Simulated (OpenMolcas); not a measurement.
# Multiconfigurational calculation for Eu³⁺ complex (part 2 of 2)

The same run, continued: Eu³⁺ with 6 ligands (Br; octahedron, 2.86 Å), neutralised by 6 outer point charges of +0.5 e, whose field is part of the energies. Method: state-averaged CASSCF, active space 6 electrons in the shell 4f, basis ANO-RCC-VDZP on the metal and ANO-RCC-VDZP on the ligands, DKH2 scalar Hamiltonian, spin-orbit coupling by RASSI with atomic mean-field integrals (OpenMolcas).

## Output (extracts), continued
```
--- RASSI ---
SPIN-FREE ENERGIES:
  (Shifted by EMIN (a.u.) =     -26462.1440711755)

 SF State       Relative EMIN(au)   Rel lowest level(eV)    D:o, cm**(-1)

     1             0.0000000000        0.0000000000              0.0000
     2             0.0000000000        0.0000000000              0.0000
     3             0.0000000000        0.0000000000              0.0000
     4             0.0006743252        0.0183493232            147.9973
     5             0.0009950592        0.0270769411            218.3903
     6             0.0009950592        0.0270769411            218.3903
     7             0.0009950592        0.0270769411            218.3903
     8             0.1104956418        3.0067395869          24250.9902
     9             0.1104956418        3.0067395869          24250.9902
    10             0.1104956418        3.0067395869          24250.9902
    11             0.1107448497        3.0135208789          24305.6851
    12             0.1107448497        3.0135208789          24305.6851
    13             0.1259690532        3.4277925613          27647.0115
    14             0.1259690532        3.4277925613          27647.0115
    15             0.1259690532        3.4277925613          27647.0115
    16             0.1260105163        3.4289208314          27656.1116
    17             0.1260105163        3.4289208314          27656.1116
    18             0.1261101472        3.4316319245          27677.9781
    19             0.1261101472        3.4316319245          27677.9781
    20             0.1261101472        3.4316319245          27677.9781
    21             0.1266029537        3.4450418727          27786.1366
    22             0.1266029537        3.4450418727          27786.1366
    23             0.1266029537        3.4450418727          27786.1366
    24             0.1268854270        3.4527283634          27848.1323
    25             0.1268854270        3.4527283634          27848.1323
    26             0.1269411106        3.4542435901          27860.3534
    27             0.1269411106        3.4542435901          27860.3534
    28             0.1269411106        3.4542435901          27860.3534
    29             0.1270156836        3.4562728258          27876.7203
    30             0.1320873342        3.5942794694          28989.8190
    31             0.1320873342        3.5942794694          28989.8190
    32             0.1320873342        3.5942794694          28989.8190
    33             0.1320938519        3.5944568238          28991.2494
    34             0.1320938519        3.5944568238          28991.2494
    35             0.1320968827        3.5945392961          28991.9146
    36             0.1325699535        3.6074122106          29095.7417
    37             0.1325699535        3.6074122106          29095.7417
    38             0.1325699535        3.6074122106          29095.7417
    39             0.1522540531        4.1430438461          33415.9022
    40             0.1522540531        4.1430438461          33415.9022
Eigenvalues of complex Hamiltonian:
   -----------------------------------
  (Shifted by EMIN (a.u.) =     -26462.1440711755)

 SO State       Relative EMIN(au)   Rel lowest level(eV)    D:o, cm**(-1)

     1            -0.0173164557        0.0000000000              0.0000
     2            -0.0156335649        0.0457937926            369.3518
     3            -0.0156335649        0.0457937923            369.3518
     4            -0.0156335649        0.0457937917            369.3518
     5            -0.0127599584        0.1239886086           1000.0356
     6            -0.0127599584        0.1239886080           1000.0356
     7            -0.0124802422        0.1316000735           1061.4262
     8            -0.0124802422        0.1316000738           1061.4262
     9            -0.0124802422        0.1316000734           1061.4262
    10            -0.0086547419        0.2356972405           1901.0264
    11            -0.0086547419        0.2356972405           1901.0264
    12            -0.0086547419        0.2356972403           1901.0264
    13            -0.0086232052        0.2365553979           1907.9480
    14            -0.0084995391        0.2399205238           1935.0895
    15            -0.0084995391        0.2399205239           1935.0895
    16            -0.0084995391        0.2399205239           1935.0895
    17            -0.0042144366        0.3565241032           2875.5608
    18            -0.0042144366        0.3565241036           2875.5608
    19            -0.0042144366        0.3565241039           2875.5608
    20            -0.0040292568        0.3615631018           2916.2031
    21            -0.0038212706        0.3672226945           2961.8508
    22            -0.0038212706        0.3672226945           2961.8508
    23            -0.0038212706        0.3672226944           2961.8508
    24            -0.0036508563        0.3718599054           2999.2524
    25            -0.0036508562        0.3718599056           2999.2524
    26             0.0010391780        0.4994822395           4028.5959
    27             0.0010391780        0.4994822395           4028.5959
    28             0.0010391780        0.4994822394           4028.5959
    29             0.0010654484        0.5001970941           4034.3616
    30             0.0010654485        0.5001970945           4034.3616
    31             0.0010654484        0.5001970943           4034.3616
    32             0.0011827557        0.5033891875           4060.1076
    33             0.0011827557        0.5033891875           4060.1076
    34             0.0015169190        0.5124822348           4133.4480
    35             0.0015169190        0.5124822346           4133.4480
    36             0.0015169190        0.5124822351           4133.4480
    37             0.0066206027        0.6513605424           5253.5771
    38             0.0066206027        0.6513605414           5253.5771
    39             0.0066488959        0.6521304390           5259.7867
    40             0.0066488958        0.6521304376           5259.7867
    41             0.0066488959        0.6521304381           5259.7867
Weights of the five most important spin-orbit-free states for each spin-orbit state.

 SO State  Total energy (au)           Spin-free states, spin, and weights
 -------------------------------------------------------------------------------------------------------
    1        -0.017316       1 3.0  0.1449    3 3.0  0.1449    2 3.0  0.1449    6 3.0  0.1291    5 3.0  0.1291
    2        -0.015634       2 3.0  0.2225    3 3.0  0.2084    7 3.0  0.1312    6 3.0  0.1285    5 3.0  0.1282
    3        -0.015634       2 3.0  0.2223    1 3.0  0.2084    7 3.0  0.1319    5 3.0  0.1296    6 3.0  0.1264
    4        -0.015634       1 3.0  0.2225    3 3.0  0.2223    6 3.0  0.1330    5 3.0  0.1301    4 3.0  0.1257
    5        -0.012760       2 3.0  0.2416    3 3.0  0.2150    1 3.0  0.1986    7 3.0  0.1503    5 3.0  0.0913
    6        -0.012760       1 3.0  0.2382    3 3.0  0.2218    2 3.0  0.1952    6 3.0  0.1361    5 3.0  0.1198
    7        -0.012480       3 3.0  0.2691    7 3.0  0.2169    6 3.0  0.2166    4 3.0  0.2086    1 3.0  0.0304
    8        -0.012480       2 3.0  0.2692    5 3.0  0.2168    4 3.0  0.2086    6 3.0  0.1637    7 3.0  0.0532
    9        -0.012480       1 3.0  0.2688    5 3.0  0.2167    4 3.0  0.2086    7 3.0  0.1636    6 3.0  0.0534
   10        -0.008655       4 3.0  0.1855    2 3.0  0.1736    3 3.0  0.1736    5 3.0  0.1517    1 3.0  0.1457
   11        -0.008655       4 3.0  0.1855    2 3.0  0.1736    1 3.0  0.1736    6 3.0  0.1516    7 3.0  0.1516
   12        -0.008655       4 3.0  0.1855    1 3.0  0.1736    3 3.0  0.1736    5 3.0  0.1515    2 3.0  0.1457
```

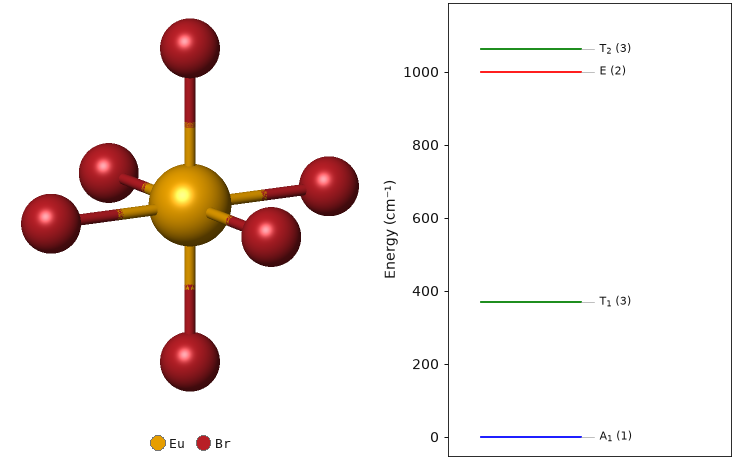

Eu³⁺ (4f⁶) with 6 ligands, Br⁻, at 2.86 Å (arrangement: octahedron, Oh), neutralised by outer point charges of +0.5 e, and its levels. Labels give the representation in O, Td, D4 or D3 as the site allows (double group for half-integer spin) where it could be assigned and, in brackets, the degeneracy; spin-free states, where drawn, share the zero of the spin-orbit levels. The ground level is A₁, non-degenerate, 95 % from states of spin multiplicity 7 (of the 140 states of multiplicity 5, 77 enter the spin-orbit step). The next level lies at 369 cm⁻¹ (T₁). The active orbitals hold 100 % metal character (Löwdin), and the Mulliken charge of the metal is +1.76.

## Results in brief

| quantity | value |
| --- | --- |
| outcome | converged |
| energy of the lowest spin-free term | −26462.14407 hartree |
| energy of the lowest spin-orbit level | −26462.16139 hartree |
| largest spread among components of a term | 0.0 cm⁻¹ |
| wall time | 2.7 min |
| peak memory | 0.6 GiB |

## Notes

Without dynamic correlation the splittings between terms come out too large, often by 20 to 50 %. Caveats: high states of lower spin left out of the spin-orbit mixing; covalent bonds, ligand orbitals missing from the active space; distances are set from ionic radii, not optimised; spin-free states above about 46,000 cm⁻¹ are left out of the spin-orbit step.
